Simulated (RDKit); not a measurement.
# Run report: SiNH$_{4}$SO, property calculation

The run: property calculation of SiNH$_{4}$SO, multiplicity 2, SMILES N[SiH](O)[S]. Method and program: EHT (RDKit 2026.09.1).

The geometry comes from this level: GFN2-xTB.

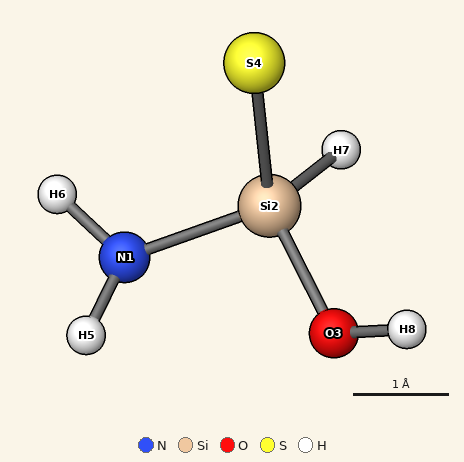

Fig. 1: The input geometry (ball-and-stick view, seen at a tilt; atoms are numbered from 1 in the order of the input). Bond lengths as drawn: H–N 1.01 Å, H–O 0.95 Å, H–Si 1.45 Å, N–Si 1.71 Å, O–Si 1.62 Å and S–Si 2.15 Å.

**The input (job.py)**
```python
# eht eht with RDKit
import json
import numpy as np
from rdkit import Chem
from rdkit.Chem import AllChem
from rdkit.Chem import rdDetermineBonds
from rdkit.Chem import rdEHTTools

molecule = Chem.MolFromXYZFile("mol.xyz")
symbols = [a.GetSymbol() for a in molecule.GetAtoms()]
start = molecule.GetConformer().GetPositions().copy()

ok, res = rdEHTTools.RunMol(molecule, keepOverlapAndHamiltonianMatrices=True)
if not ok:
    raise RuntimeError("the extended Hueckel run failed")
eps = np.array(res.GetOrbitalEnergies())
nel = res.numElectrons
homo = (nel + 1) // 2 - 1
print(f"{res.numOrbitals} orbitals, {nel} valence electrons, sum of one-electron energies {res.totalEnergy:.4f} eV")
for i in range(max(0, homo - 5), min(len(eps), homo + 4)):
    print(f"{i + 1:4d} {eps[i]:10.4f} eV", "(HOMO)" if i == homo else "(LUMO)" if i == homo + 1 else "")
q = np.array(res.GetAtomicCharges())
print("Mulliken charges:", " ".join(f"{a}{i + 1}={c:+.3f}" for i, (a, c) in enumerate(zip(symbols, q))))
op = res.GetReducedOverlapPopulationMatrix()
pairs = [(k, i, op[i * (i + 1) // 2 + k]) for i in range(len(symbols)) for k in range(i) if abs(op[i * (i + 1) // 2 + k]) > 0.1]
print("reduced overlap populations above 0.1")
for k, i, p in pairs:
    print(f"  {symbols[k]}{k + 1}-{symbols[i]}{i + 1} {p:7.3f}")
json.dump(dict(symbols=symbols, start=start.tolist(), energy=res.totalEnergy * 23.060548, homo=eps[homo], lumo=eps[homo + 1] if homo + 1 < len(eps) else None, orbital_energies=eps.round(4).tolist(), charges_mulliken=q.tolist(), bond_orders=[[k + 1, i + 1, round(p, 4)] for k, i, p in pairs], nel=nel), open("results.json", "w"))
```

**File mol.xyz**
```
8

N     -0.401520     0.582480     1.145340
Si    -0.231660    -0.187010    -0.376930
O      1.037200    -1.170740    -0.161680
S      0.163440     1.198080    -1.970540
H      0.405350     0.655710     1.742700
H     -1.003840     1.380990     1.245480
H     -1.454580    -0.887130    -0.724430
H      1.485620    -1.572390    -0.899940
```

Run on 1 thread of Intel Xeon (Sapphire Rapids), 64 GiB of memory available, shared host.

Run as:
```bash
python job.py
```

**Log**
```
!!! Warning !!! Distance between atoms 8 and 3 (0.952592 A) is suspicious.
20 orbitals, 25 valence electrons, sum of one-electron energies -442.7328 eV
   8   -14.9849 eV
   9   -14.4931 eV
  10   -13.5952 eV
  11   -11.8321 eV
  12   -11.0236 eV
  13   -10.9741 eV (HOMO)
  14     1.8127 eV (LUMO)
  15     3.1423 eV
  16     5.5396 eV
Mulliken charges: N1=-0.952 Si2=+1.581 O3=-1.025 S4=-0.280 H5=+0.241 H6=+0.240 H7=-0.229 H8=+0.424
reduced overlap populations above 0.1
  N1-Si2   0.600
  Si2-O3   0.493
  Si2-S4   0.746
  N1-H5   0.724
  N1-H6   0.727
  Si2-H7   0.736
  O3-H8   0.620
```

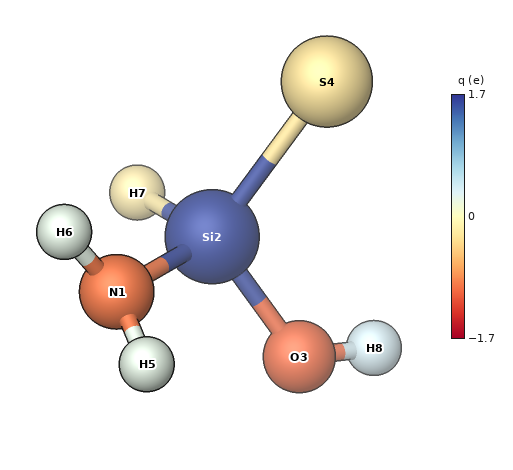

Fig. 2: Mulliken charges, as the colour of each atom (ball-and-stick view, seen at a tilt; atoms are numbered from 1 in the order of the input). By element: N −0.95, Si +1.58, O −1.03, S −0.28 and H −0.23 to +0.42 e.

**Summary**

- outcome: converged
- total energy: −16.270129 hartree
- peak memory: 0.073 GiB
